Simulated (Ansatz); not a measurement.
# CH5AlSSi: small, medium and large basis sets

How large a basis does CH5AlSSi need? Two functionals are run in growing sets.

Method: one geometry, several basis sets; program: Ansatz 0.2.0, Gaussian basis.

The runs, in order: PBE0-D4/def2-SVP; ωB97M-V/def2-SVP; PBE0-D4/def2-QZVPP; ωB97M-V/def2-QZVPP; the functionals' def2-TZVPP values are taken from earlier runs.

### 1 The relaxed structure

The geometry comes from an earlier relaxation with PBE0-D4 in a triple-zeta def2 set; it is a stationary point, not always the lowest conformer.

9 atoms, charge 0, spin multiplicity 1.

Atoms are counted from 1 here; the program's logs count them from 0.

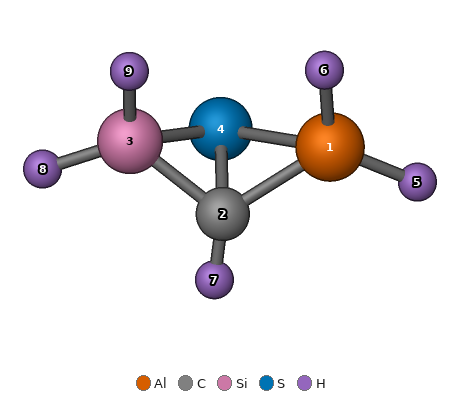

The structure; aluminium orange, carbon grey, silicon pink, sulfur blue, hydrogen purple; atoms are numbered from 1 in the order of the file.

### 2 PBE0-D4 in def2-SVP

The input, in.yaml:

```yaml
crystal:
  periodic: [false, false, false]
  atoms:
    - {symbol: Al, position_ang: [-0.448819, 1.390114, -0.694694]}
    - {symbol: C, position_ang: [0.837546, -0.045390, -0.335842]}
    - {symbol: Si, position_ang: [0.186388, -1.105723, 0.988015]}
    - {symbol: S, position_ang: [-0.779128, -1.007963, -0.908792]}
    - {symbol: H, position_ang: [-0.459589, 2.059576, -2.129325]}
    - {symbol: H, position_ang: [-1.224817, 1.952121, 0.569281]}
    - {symbol: H, position_ang: [1.701974, -0.356553, -0.915227]}
    - {symbol: H, position_ang: [0.793061, -2.424016, 1.270006]}
    - {symbol: H, position_ang: [-0.518114, -0.508367, 2.139577]}
basis:
  gaussian: {orbitals: def2-SVP}
hamiltonian: {xc: pbe0, dispersion: d4}
output: {orbitals: {seedname: orbitals}}
```

Run with:

```console
> ansatz run in.yaml --threads 2 --pin off --events-out ev --progress --plain --max-ram 4352MiB
```

What it wrote:

```text
Functional definition: PBE0
  name "PBE0"
  cite "Adamo & Barone, J. Chem. Phys. 110, 6158 (1999) doi:10.1063/1.478522"
  cite "Perdew, Burke & Ernzerhof, Phys. Rev. Lett. 77, 3865 (1996) doi:10.1103/PhysRevLett.77.3865"
  parent pbe
  parameter a = 0.25
  parameter kappa = 0.804
  parameter beta = 0.06672455060314922
  exchange = (1 - a)*pbe_x(kappa = kappa, mu = beta*pi^2/3) + a*exact_x
  correlation = pbe_c(beta = beta)
886 factors; integrals over basis functions are off by at most 1.2e-3 eV
mean field evaluation 1: about -26403.2269 eV, gradient 4.2e1 eV
mean field evaluation 2: about -26396.6149 eV, gradient 6.0e1 eV
mean field evaluation 4: about -26407.6511 eV, gradient 2.6e0 eV
mean field evaluation 8: about -26407.7387 eV, gradient 1.5e-1 eV
mean field evaluation 16: about -26407.7387 eV, gradient 2.4e-5 eV
mean field -26407.73874828 eV, -970.4664991909 hartree, gradient 2.4e-5 eV, S^2 0.000000; 0 other end points of the search recorded, 0 dependent functions left out
reference -26407.73877842 eV, -970.4665002988 hartree; 27, 27 occupied and 66, 66 virtual orbitals, 886 factors
Total energy: -26407.95206817 eV, -970.4743385525 hartree
```

It took 0.9 s on 2 threads of Intel Xeon 6975P-C, shared host.

### 3 ωB97M-V in def2-SVP

Edit in.yaml of step 2 so:

```diff
@@ -14,3 +14,3 @@
   gaussian: {orbitals: def2-SVP}
-hamiltonian: {xc: pbe0, dispersion: d4}
+hamiltonian: {xc: {name: wB97M-V}}
 output: {orbitals: {seedname: orbitals}}
```

Launched as before.

What it wrote (excerpt; [...] marks lines left out):

```text
Functional definition: wB97M-V
  name "wB97M-V"
  cite "Mardirossian & Head-Gordon, J. Chem. Phys. 144, 214110 (2016) doi:10.1063/1.4952647"
  cite "Becke, J. Chem. Phys. 107, 8554 (1997) doi:10.1063/1.475007"
  cite "Vydrov & Van Voorhis, J. Chem. Phys. 133, 244103 (2010) doi:10.1063/1.3521275"
  # Of w^i u^j: cxij and so on, Table III.
[...]
  gx(w, u) = 1 - cx + cx01*u + cx10*w
  gss(w, u) = css00 + css04*u^4 + css10*w + css20*w^2 + css43*w^4*u^3
  gos(w, u) = cos00 + cos10*w + (cos20 + cos21*u)*w^2 + (cos60 + cos61*u)*w^6
[...]
      + integral(e_c_pw_mod_opposite_spin*gos(b97_w_opposite, b97_u_opposite)) + vv10(b, c)
886 factors; integrals over basis functions are off by at most 1.2e-3 eV
319 factors; integrals over basis functions are off by at most 8.2e-6 eV
[...]
mean field -26416.99674250 eV, -970.8067242035 hartree, gradient 3.8e-5 eV, S^2 0.000000; 0 other end points of the search recorded, 0 dependent functions left out
reference -26416.99679105 eV, -970.8067259876 hartree; 27, 27 occupied and 66, 66 virtual orbitals, 886 factors
Total energy: -26416.99679105 eV, -970.8067259876 hartree
```

It took 3.5 s on 2 threads of Intel Xeon 6975P-C, shared host; peak memory 0.29 GiB.

### 4 PBE0-D4 in def2-QZVPP

Edit in.yaml of step 3 so:

```diff
@@ -13,4 +13,4 @@
 basis:
-  gaussian: {orbitals: def2-SVP}
-hamiltonian: {xc: {name: wB97M-V}}
+  gaussian: {orbitals: "def2-QZVPP.json"}
+hamiltonian: {xc: pbe0, dispersion: d4}
 output: {orbitals: {seedname: orbitals}}
```

Same command.

What it wrote:

```text
Functional definition: PBE0
  name "PBE0"
  cite "Adamo & Barone, J. Chem. Phys. 110, 6158 (1999) doi:10.1063/1.478522"
  cite "Perdew, Burke & Ernzerhof, Phys. Rev. Lett. 77, 3865 (1996) doi:10.1103/PhysRevLett.77.3865"
  parent pbe
  parameter a = 0.25
  parameter kappa = 0.804
  parameter beta = 0.06672455060314922
  exchange = (1 - a)*pbe_x(kappa = kappa, mu = beta*pi^2/3) + a*exact_x
  correlation = pbe_c(beta = beta)
1643 factors; their error is unknown
mean field evaluation 1: about -26411.1448 eV, gradient 5.7e1 eV
mean field evaluation 2: about -26396.2999 eV, gradient 8.7e1 eV
mean field evaluation 4: about -26418.6638 eV, gradient 4.7e0 eV
mean field evaluation 8: about -26418.7397 eV, gradient 2.6e-1 eV
mean field evaluation 16: about -26418.7398 eV, gradient 3.9e-5 eV
mean field -26418.73978453 eV, -970.8707798164 hartree, gradient 3.9e-5 eV, S^2 0.000000; 0 other end points of the search recorded, 0 dependent functions left out
reference -26418.73982849 eV, -970.8707814320 hartree; 27, 27 occupied and 390, 390 virtual orbitals, 1643 factors
Total energy: -26418.95311824 eV, -970.8786196856 hartree
```

Wall time 8 s (2 threads of Intel Xeon 6975P-C, shared host); peak memory 1.4 GiB.

### 5 ωB97M-V in def2-QZVPP

Edit in.yaml of step 4 so:

```diff
@@ -14,3 +14,3 @@
   gaussian: {orbitals: "def2-QZVPP.json"}
-hamiltonian: {xc: pbe0, dispersion: d4}
+hamiltonian: {xc: {name: wB97M-V}}
 output: {orbitals: {seedname: orbitals}}
```

Launched as before.

What it wrote (excerpt; [...] marks lines left out):

```text
Functional definition: wB97M-V
  name "wB97M-V"
  cite "Mardirossian & Head-Gordon, J. Chem. Phys. 144, 214110 (2016) doi:10.1063/1.4952647"
  cite "Becke, J. Chem. Phys. 107, 8554 (1997) doi:10.1063/1.475007"
  cite "Vydrov & Van Voorhis, J. Chem. Phys. 133, 244103 (2010) doi:10.1063/1.3521275"
  # Of w^i u^j: cxij and so on, Table III.
[...]
  gx(w, u) = 1 - cx + cx01*u + cx10*w
  gss(w, u) = css00 + css04*u^4 + css10*w + css20*w^2 + css43*w^4*u^3
  gos(w, u) = cos00 + cos10*w + (cos20 + cos21*u)*w^2 + (cos60 + cos61*u)*w^6
[...]
      + integral(e_c_pw_mod_opposite_spin*gos(b97_w_opposite, b97_u_opposite)) + vv10(b, c)
1552 factors; their error is unknown
376 factors; integrals over basis functions are off by at most 1.2e-5 eV
[...]
mean field -26427.98295830 eV, -971.2104601874 hartree, gradient 6.4e-5 eV, S^2 0.000000; 0 other end points of the search recorded, 0 dependent functions left out
reference -26427.98303089 eV, -971.2104628550 hartree; 27, 27 occupied and 390, 390 virtual orbitals, 1552 factors
Total energy: -26427.98303089 eV, -971.2104628550 hartree
```

Run time: 16 s. Hardware: 2 threads of Intel Xeon 6975P-C, shared host; peak memory 1.7 GiB.

### 6 Functionals by basis

The def2-TZVPP values come from earlier runs at the same geometry.

```tsv
functional	basis	functions	energy (eV)	from the largest (eV)	HOMO (eV)	LUMO (eV)
PBE0-D4	def2-SVP	93	-26407.9521	11.001	-7.56	-0.72
PBE0-D4	def2-TZVPP	227	-26418.0948	0.858	-7.53	-0.92
PBE0-D4	def2-QZVPP	417	-26418.9531	0.000	-7.53	-1.03
ωB97M-V	def2-SVP	93	-26416.9968	10.986	-9.65	1.16
ωB97M-V	def2-TZVPP	227	-26427.1739	0.809	-9.66	0.76
ωB97M-V	def2-QZVPP	417	-26427.9830	0.000	-9.67	0.43
```

### 7 What came out

| quantity | value |
| --- | --- |
| PBE0-D4: double and triple zeta above quadruple | 11.00, 0.86 eV |
| ωB97M-V: double and triple zeta above quadruple | 10.99, 0.81 eV |

What this shows: For PBE0-D4 the step from double to triple zeta gains 10.14 eV and the next only 0.86 eV. These are total energies; as a rule much of such shifts cancels in differences, which this series doesn't test. The LUMO of ωB97M-V is positive and keeps falling with the basis (1.16 to 0.43 eV): an unbound level that the basis holds in place.

For PBE0-D4 the largest set took about 9 times as long as the smallest (8 s against 0.9 s).
